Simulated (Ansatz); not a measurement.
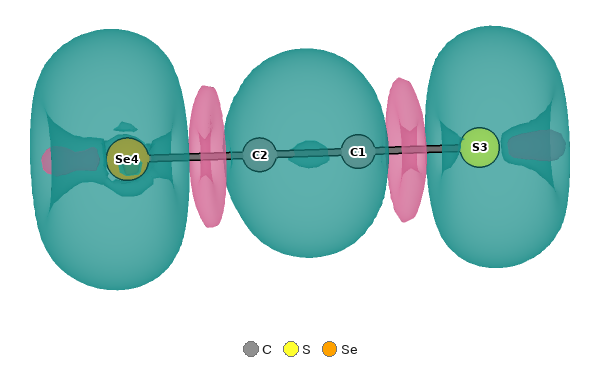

*C2SSe (triplet). Isosurfaces of the spin density at +0.015 (teal) and −0.015 e/Å³ (pink), seen from one side.*

Geometry: PBE0-D3(BJ)/def2-SVP.

Method: isolated molecule in a Gaussian basis; Kohn-Sham density functional theory, functional PBE0 in Ansatz 0.2.0.

```yaml
atoms:
  - { symbol: C, position_ang: [0.0000, 0.0000, -0.6734] }
  - { symbol: C, position_ang: [0.0000, 0.0000, 0.6049] }
  - { symbol: S, position_ang: [0.0000, 0.0000, -2.2493] }
  - { symbol: Se, position_ang: [0.0000, 0.0000, 2.3178] }
```

Which atoms carry the spin?

Answer. The unpaired spin (2 electrons) lies mostly on Se4 (about 0.8), S3 (about 0.7), C2 (about 0.3) and C1 (about 0.3), in electrons by Hirshfeld's partition.
